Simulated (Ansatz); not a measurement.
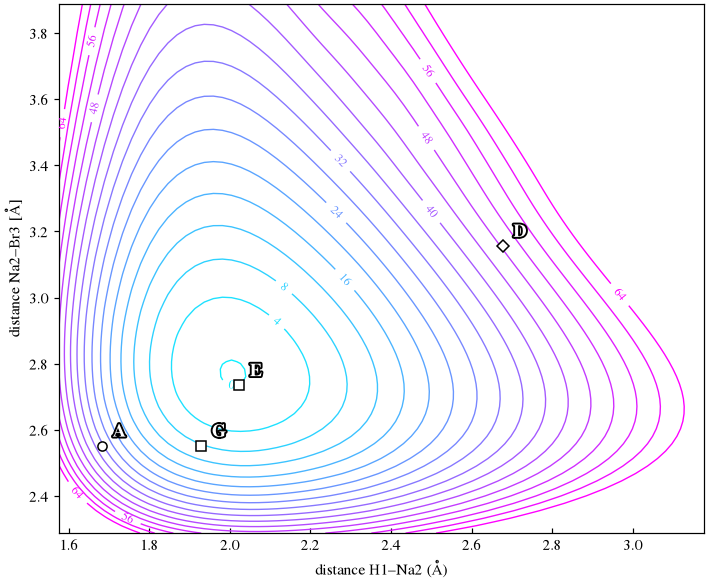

The system H⁻ + NaBr. The first coordinate is: distance H1–Na2; the second: distance Na2–Br3. Nothing is relaxed (the angle H1–Na2–Br3 is fixed at 100 degrees). The scan uses a 17 × 17 grid. Energies: kJ/mol, counted from the lowest grid point. The reference is spin-restricted, so regions where a bond is pulled apart into radicals lie too high. Theory: RKS PBE0-D4/def2-SVPD (Ansatz).

The picture shows contour lines labelled in kJ/mol (none above 64), lettered points. Between grid points the surface is interpolated.

Is G the lowest point of the computed grid?

No. G lies 8 kJ/mol above the lowest grid point, which is at distance H1–Na2 = 2.023 Å, distance Na2–Br3 = 2.735 Å.

What kind of point is each of A, D, E, G: minimum, saddle, maximum or slope?

A: on a slope; D: on a slope; E: minimum; G: on a slope. (In these two coordinates alone; a stationary point may lie a little off the grid point.)
